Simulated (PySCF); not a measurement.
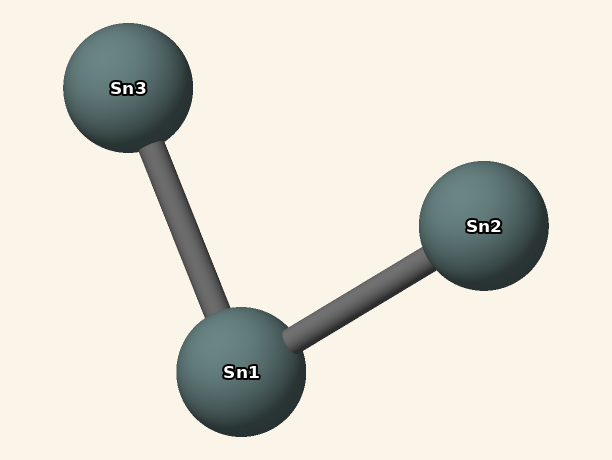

The thickness of each stick grows with its Mayer bond order. State: charge +1, doublet. The geometry was computed by an optimisation with PBE0/def2-TZVP with core potentials. Level of theory: PBE0/def2-TZVP, core potentials on Sn (PySCF 2.14.0).

List the Mayer bond orders of Sn1–Sn2 (one bond of each equivalent set).

```json
{"bond": "Sn1–Sn2", "Mayer order": "1.31", "length (Å)": "2.774"}
```

This isn't the lowest structure that the search found: a doublet minimum of C2v symmetry lies 6 kJ/mol lower at the level of the geometry.
